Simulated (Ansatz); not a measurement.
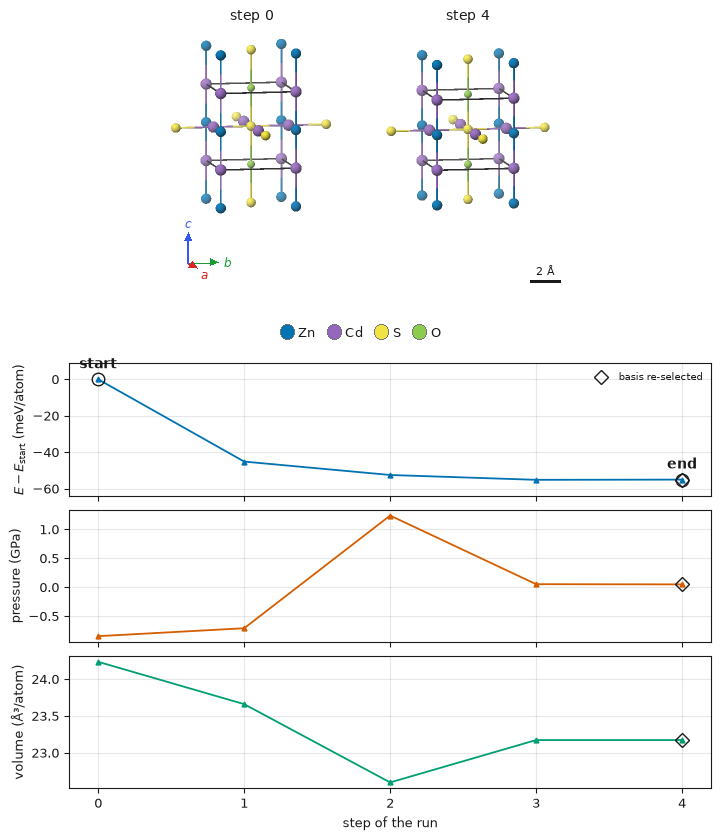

First and last geometry of a relaxation of solid ZnCd₃SO (a generated structure, set up in P4/mmm) (coarse preliminary run), with the history of the run. The picture is a ball-and-stick view of the cell of the calculation, seen slightly off an axis.

Computed with DFT PBE, scalar-relativistic, plane waves, PAW in Ansatz 0.2.0. (plane-wave cutoff 420 eV; k-point mesh 4 × 4 × 4; occupations gaussian; smearing width 0.1 eV; no spin polarisation; cell and atoms relaxed; force threshold 0.04 eV/Å; at most 70 steps)

> Read the history and describe the run.

It converged. After 3 accepted moves (4 points after the start) the energy has fallen by 55.0 meV per atom. All forces vanish by symmetry, so only the cell relaxes. The pressure goes from −0.84 to 0.05 GPa. The SCF was repeated once at an unchanged geometry on a basis and grid sized afresh for the cell, which shifted the energy by 0.1 meV per atom at most. The atoms keep their places relative to the cell (all moves are under 0.005 Å). The drawn cell changes as follows: a = b 5.248 → 5.358 Å (+2.1 %), c 5.279 → 4.843 Å (−8.3 %); the volume changes by −4.4 %. Near-neighbour distances that change, for instance: Cd–Zn 2.640 → 2.422 Å, O–S 2.640 → 2.422 Å, Cd–Zn 2.624 → 2.679 Å, Cd–S 2.624 → 2.679 Å. The space group stays P4/mmm (No. 123).
